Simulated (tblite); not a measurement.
**Geometry relaxation of C4H7BrO2Si2 (part 2 of 2)**

C4H7BrO2Si2, SMILES [SiH3]O[SiH2]c1ccc(Br)o1; GFN2-xTB geometry optimisation, gas phase (tblite 0.8.0). It belongs to a series of runs on one base structure; here: SiH2 inserted into a O-C bond.

Geometry of the input (Å):
```
Si -3.3996  0.1969  -0.2680
O  -1.7683  0.0900  -0.8132
Si -0.8117  0.3605  0.6134
C  0.9668  0.0644  0.3557
C  1.6097  -1.1682  0.2852
C  2.9547  -0.8577  0.0888
C  3.0493  0.5373  0.0731
Br 4.7064  1.4537  -0.1479
O  1.8597  1.0378  0.2415
H  -4.3360  0.4979  -1.3451
H  -3.8332  -1.0108  0.4650
H  -3.4345  1.3564  0.6728
H  -1.1287  1.7108  1.0683
H  -1.3766  -0.5489  1.6309
H  1.1743  -2.1327  0.3411
H  3.7603  -1.5784  -0.0057
```

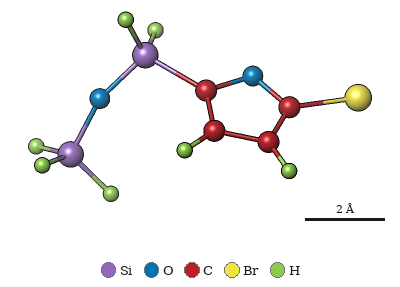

Figure 1. The geometry at step 123 of the log (ball-and-stick view, seen at a tilt).

**Trajectory as extended XYZ, continued**
```
16
Properties=species:S:1:pos:R:3:forces:R:3 step=54 energy=-759.42679
Si   -3.3997    0.1452   -0.4225    0.0460  -0.0140   0.0180
O    -1.8784    0.1166    0.1623   -0.0580   0.0110  -0.0020
Si   -0.7389    0.5197    1.2354    0.0210  -0.0270  -0.0320
C     0.9294   -0.0163    0.5465    0.0090  -0.0360   0.0290
C     1.5094   -1.2100    0.1973   -0.0020   0.0640   0.0230
C     2.8368   -0.9308   -0.2081   -0.0800  -0.0290  -0.0180
C     2.9667    0.4185   -0.0645   -0.0810  -0.0260   0.0180
Br    4.4156    1.5467   -0.3868    0.0380   0.0160  -0.0120
O     1.8421    0.9805    0.3891   -0.0170  -0.0500  -0.0170
H    -3.2138    0.2706   -1.8646   -0.0240  -0.0070   0.0130
H    -4.0125   -1.1134   -0.0062    0.0130  -0.0220  -0.0250
H    -4.1172    1.2792    0.1627    0.0460  -0.0100  -0.0280
H    -0.7354    1.9718    1.3671    0.0380   0.0200   0.0290
H    -1.0379   -0.1878    2.4806    0.0390  -0.0020  -0.0010
H     1.0404   -2.1757    0.2373    0.0510   0.1260  -0.0480
H     3.5858   -1.6061   -0.5694   -0.0380  -0.0140   0.0520
16
Properties=species:S:1:pos:R:3:forces:R:3 step=68 energy=-759.44014
Si   -3.2880    0.0914   -0.4700   -0.0030  -0.0300   0.0080
O    -1.9036    0.0912    0.3823   -0.0110   0.0160   0.0220
Si   -0.7268    0.5646    1.3806   -0.0100  -0.0180   0.0050
C     0.8928    0.0159    0.6084    0.0490   0.0050  -0.0170
C     1.4116   -1.1754    0.1773    0.0360  -0.0190   0.0030
C     2.7242   -0.9272   -0.2843   -0.0030   0.0330  -0.0180
C     2.9052    0.4113   -0.0986    0.0040   0.0190   0.0180
Br    4.3630    1.5224   -0.4633   -0.0050  -0.0480   0.0010
O     1.8253    0.9884    0.4367    0.0470   0.0280  -0.0050
H    -2.9000    0.1973   -1.8739    0.0040   0.0110   0.0020
H    -3.9321   -1.1814   -0.1577    0.0090  -0.0040   0.0050
H    -4.0754    1.2342   -0.0161   -0.0280   0.0170  -0.0150
H    -0.6908    2.0189    1.4776   -0.0370   0.0330  -0.0070
H    -0.9550   -0.1021    2.6613   -0.0030  -0.0220  -0.0080
H     0.9106   -2.1203    0.1878   -0.0230  -0.0320   0.0010
H     3.4315   -1.6202   -0.6921   -0.0260   0.0110   0.0050
16
Properties=species:S:1:pos:R:3:forces:R:3 step=82 energy=-759.44969
Si   -3.1097    0.0202   -0.5033    0.0090  -0.0050  -0.0030
O    -1.9820    0.0910    0.6661    0.0140   0.0150   0.0200
Si   -0.7281    0.6235    1.5355   -0.0030   0.0110  -0.0010
C     0.8489    0.0908    0.6618   -0.0270   0.0220   0.0060
C     1.2660   -1.1062    0.1433    0.0070  -0.0190   0.0190
C     2.5634   -0.9125   -0.3780    0.0050  -0.0050  -0.0250
C     2.8398    0.4002   -0.1368    0.0170  -0.0130  -0.0030
Br    4.3516    1.4154   -0.5482    0.0010   0.0120   0.0170
O     1.8303    1.0147    0.4867   -0.0160   0.0110   0.0050
H    -2.4210    0.1172   -1.7896   -0.0150   0.0020  -0.0020
H    -3.7462   -1.2779   -0.3054    0.0000  -0.0030   0.0060
H    -4.0201    1.1429   -0.2863    0.0050  -0.0130  -0.0080
H    -0.7591    2.0806    1.6019    0.0110   0.0050  -0.0030
H    -0.8482   -0.0500    2.8265   -0.0120  -0.0030  -0.0010
H     0.7045   -2.0175    0.1404   -0.0020  -0.0030  -0.0120
H     3.2021   -1.6234   -0.8585    0.0070  -0.0150  -0.0140
16
Properties=species:S:1:pos:R:3:forces:R:3 step=95 energy=-759.45121
Si   -3.1026    0.0115   -0.5009    0.0140   0.0050   0.0240
O    -1.9932    0.1300    0.6832   -0.0060   0.0100  -0.0230
Si   -0.7224    0.6377    1.5421   -0.0290   0.0100   0.0300
C     0.8427    0.0857    0.6592   -0.0050   0.0010  -0.0070
C     1.2556   -1.1076    0.1270    0.0060   0.0120   0.0350
C     2.5539   -0.9137   -0.3947   -0.0090   0.0180   0.0030
C     2.8349    0.3959   -0.1385    0.0080  -0.0120   0.0240
Br    4.3530    1.4172   -0.5109    0.0040  -0.0100  -0.0090
O     1.8275    1.0073    0.4930    0.0130  -0.0200  -0.0180
H    -2.4064    0.1041   -1.7830   -0.0010  -0.0070  -0.0040
H    -3.7150   -1.2961   -0.2874    0.0040   0.0030   0.0010
H    -4.0372    1.1199   -0.3165    0.0040  -0.0130   0.0040
H    -0.7254    2.0967    1.6108    0.0050  -0.0270  -0.0090
H    -0.8544   -0.0360    2.8334    0.0070   0.0100  -0.0220
H     0.6931   -2.0182    0.1210   -0.0070  -0.0020  -0.0280
H     3.1882   -1.6255   -0.8818   -0.0080   0.0210  -0.0020
16
Properties=species:S:1:pos:R:3:forces:R:3 step=109 energy=-759.45443
Si   -2.9838   -0.0518   -0.5071   -0.0170  -0.0040  -0.0140
O    -2.0151    0.2386    0.7657    0.0010  -0.0180  -0.0180
Si   -0.7221    0.7004    1.6169    0.0150   0.0050  -0.0110
C     0.8121    0.1138    0.7019    0.0000   0.0120   0.0070
C     1.1460   -1.0582    0.0752   -0.0020   0.0130  -0.0110
C     2.4404   -0.8947   -0.4653    0.0140  -0.0040  -0.0080
C     2.8005    0.3743   -0.1215    0.0270  -0.0280   0.0060
Br    4.3648    1.3302   -0.4753    0.0000   0.0070   0.0090
O     1.8441    0.9901    0.5793   -0.0130   0.0070  -0.0080
H    -2.1842    0.0086   -1.7313   -0.0040  -0.0020   0.0230
H    -3.5186   -1.3903   -0.2711    0.0040   0.0090   0.0060
H    -4.0045    0.9922   -0.4748   -0.0010  -0.0080   0.0020
H    -0.6920    2.1577    1.6749   -0.0020   0.0070   0.0090
H    -0.8525    0.0266    2.9057   -0.0050  -0.0030   0.0090
H     0.5318   -1.9327    0.0067   -0.0030   0.0130  -0.0010
H     3.0256   -1.5956   -1.0239   -0.0130  -0.0070   0.0030
16
Properties=species:S:1:pos:R:3:forces:R:3 step=123 energy=-759.45705
Si   -2.9474   -0.1021   -0.5011    0.0340   0.0010   0.0200
O    -2.0095    0.3211    0.7584   -0.0050   0.0040  -0.0080
Si   -0.7162    0.7481    1.6288   -0.0290  -0.0080  -0.0060
C     0.8073    0.1555    0.7002   -0.0010  -0.0360   0.0290
C     1.0851   -1.0004    0.0183   -0.0100  -0.0040  -0.0040
C     2.3939   -0.8849   -0.4997   -0.0050   0.0190  -0.0030
C     2.8176    0.3440   -0.0882    0.0140   0.0070   0.0080
Br    4.4192    1.2538   -0.3917    0.0240  -0.0210   0.0080
O     1.8875    0.9764    0.6345   -0.0240   0.0050  -0.0230
H    -2.1259   -0.0646   -1.7102   -0.0070  -0.0090  -0.0090
H    -3.4135   -1.4524   -0.1979    0.0000  -0.0090   0.0010
H    -4.0268    0.8786   -0.5410   -0.0060   0.0160   0.0150
H    -0.6728    2.2024    1.7237   -0.0110   0.0220  -0.0130
H    -0.8700    0.0591    2.9090    0.0250  -0.0050  -0.0140
H     0.4219   -1.8323   -0.1013   -0.0010  -0.0010  -0.0040
H     2.9419   -1.5934   -1.0858    0.0020   0.0190   0.0030
16
Properties=species:S:1:pos:R:3:forces:R:3 step=136 energy=-759.46262
Si   -2.9917   -0.1645   -0.4622    0.0100   0.0180   0.0340
O    -1.9872    0.5115    0.6239   -0.0350  -0.0340  -0.0290
Si   -0.7094    0.8225    1.5612   -0.0130   0.0180  -0.0040
C     0.8202    0.2044    0.6620    0.0100  -0.0120  -0.0190
C     1.0566   -0.9180   -0.0879    0.0180   0.0160   0.0050
C     2.4001   -0.8635   -0.5195   -0.0040  -0.0020  -0.0060
C     2.8837    0.2977    0.0057   -0.0080  -0.0060   0.0040
Br    4.5743    1.0758   -0.1279    0.0160   0.0160   0.0120
O     1.9561    0.9487    0.7160   -0.0090  -0.0320   0.0030
H    -2.2944   -0.2047   -1.7477   -0.0040  -0.0030   0.0200
H    -3.2990   -1.5091    0.0265    0.0010   0.0210  -0.0190
H    -4.1583    0.7138   -0.4831    0.0230  -0.0160   0.0080
H    -0.6403    2.2707    1.7113   -0.0080   0.0050  -0.0010
H    -0.8998    0.0767    2.8056    0.0120   0.0170   0.0030
H     0.3446   -1.6875   -0.3047   -0.0020  -0.0060  -0.0080
H     2.9370   -1.5657   -1.1230   -0.0070   0.0010  -0.0020
16
Properties=species:S:1:pos:R:3:forces:R:3 step=150 energy=-759.46632
Si   -2.9672   -0.2185   -0.4402    0.0380   0.0140   0.0390
O    -1.9879    0.5293    0.6220   -0.0040  -0.0340  -0.0140
Si   -0.7096    0.8792    1.5473    0.0120  -0.0450  -0.0200
C     0.8143    0.2399    0.6455   -0.0320   0.0000  -0.0070
C     1.0118   -0.8458   -0.1692    0.0150   0.0230   0.0300
C     2.3695   -0.8460   -0.5556    0.0310   0.0610   0.0180
C     2.9017    0.2486    0.0601    0.0190   0.0030  -0.0290
Br    4.6333    0.9481    0.0271   -0.0080  -0.0200   0.0070
O     1.9896    0.9082    0.7815   -0.0380  -0.0160   0.0190
H    -2.2744   -0.2828   -1.7274   -0.0060   0.0270   0.0190
H    -3.2235   -1.5609    0.0782   -0.0040  -0.0090   0.0110
H    -4.1635    0.6144   -0.4711   -0.0050   0.0070  -0.0110
H    -0.6828    2.3302    1.6904    0.0230  -0.0070  -0.0490
H    -0.8716    0.1649    2.8151    0.0000   0.0020  -0.0100
H     0.2707   -1.5615   -0.4573   -0.0460  -0.0030  -0.0060
H     2.8820   -1.5385   -1.1901    0.0040  -0.0030   0.0030
16
Properties=species:S:1:pos:R:3:forces:R:3 step=163 energy=-759.48321
Si   -3.0936   -0.3165   -0.3363    0.0020  -0.0060   0.0030
O    -1.9689    0.3672    0.6135   -0.0360  -0.0280  -0.0240
Si   -0.6945    0.9463    1.4108    0.0500   0.0500   0.0270
C     0.8419    0.2598    0.5809    0.0720   0.0540   0.0070
C     1.0492   -0.6976   -0.3747    0.0260  -0.0650  -0.0510
C     2.4425   -0.7852   -0.5955   -0.0320  -0.0410   0.0140
C     2.9831    0.1337    0.2524   -0.0110   0.0410  -0.0060
Br    4.7597    0.6360    0.5285   -0.0040  -0.0090   0.0200
O     2.0437    0.7694    0.9617    0.0090   0.0240   0.0310
H    -2.5673   -0.3479   -1.6987    0.0330   0.0100  -0.0290
H    -3.3037   -1.6687    0.1781   -0.0150   0.0300   0.0150
H    -4.2660    0.5461   -0.2311   -0.0140  -0.0210   0.0250
H    -0.7174    2.4034    1.3021   -0.0160  -0.0050  -0.0220
H    -0.7769    0.4634    2.7866   -0.0290  -0.0200   0.0340
H     0.2861   -1.2683   -0.8608   -0.0190  -0.0290  -0.0220
H     2.9746   -1.4321   -1.2614   -0.0150   0.0130  -0.0240
16
Properties=species:S:1:pos:R:3:forces:R:3 step=177 energy=-759.48710
Si   -3.1693   -0.3355   -0.2885    0.0050  -0.0010   0.0010
O    -1.9226    0.2430    0.5732   -0.0060  -0.0010  -0.0060
Si   -0.6893    0.9585    1.3253    0.0000   0.0010  -0.0060
C     0.8734    0.2646    0.5500    0.0020   0.0010  -0.0010
C     1.1061   -0.6530   -0.4410   -0.0020  -0.0030  -0.0010
C     2.5059   -0.7668   -0.5920   -0.0010   0.0020   0.0000
C     3.0234    0.0975    0.3262   -0.0040  -0.0040  -0.0010
Br    4.7942    0.5163    0.7421    0.0020   0.0020   0.0000
O     2.0643    0.7228    1.0180    0.0010  -0.0010  -0.0010
H    -2.7525   -0.3351   -1.6900   -0.0020   0.0020   0.0020
H    -3.4042   -1.6849    0.2185    0.0000   0.0000  -0.0010
H    -4.2971    0.5612   -0.0500    0.0010  -0.0020   0.0010
H    -0.7763    2.3991    1.0905    0.0020   0.0000  -0.0030
H    -0.7757    0.5899    2.7366    0.0010  -0.0030   0.0080
H     0.3566   -1.1824   -0.9928    0.0040   0.0070   0.0060
H     3.0553   -1.3864   -1.2701   -0.0040   0.0000   0.0020
```

**Results in brief**

```tsv
quantity	value
outcome	converged
total energy	−759.4871 eV
hardware	1 CPU thread, shared host
wall time	1.9 s
peak memory	0.18 GiB
```
